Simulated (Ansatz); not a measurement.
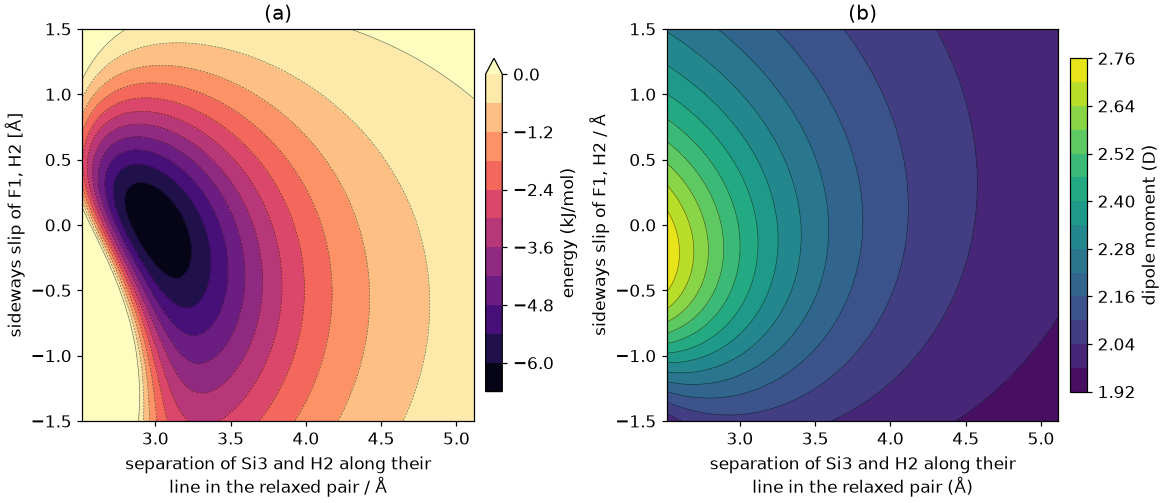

The pair FH···H₄Si. Coordinates scanned: (1) separation of Si3 and H2 along their line in the relaxed pair; (2) sideways slip of F1, H2. Nothing is relaxed (both partners rigid). The grid has 15 × 15 points. Points are written as (first, second). Energies are in kJ/mol, from the two partners far apart, frozen as in the relaxed pair, each in its own basis (no counterpoise correction). Computed with Ansatz, RKS BHLYP-D4/def2-TZVPD.

Panel (a) is the energy; panel (b) is the computed dipole moment, in D.

In the figure: filled contours, one colour for all values above the top of the scale. Between grid points the surface is interpolated.

Q: How does the dipole moment vary over the map, and what is it at the lowest grid point?

A: Leaving out the highest fifth of the energies, it runs from 1.95 D at (5.116 Å, −1.500 Å) to 2.69 D at (2.580 Å, 0.000 Å). At the lowest grid point, (2.966 Å, 0.000 Å), it is 2.47 D.
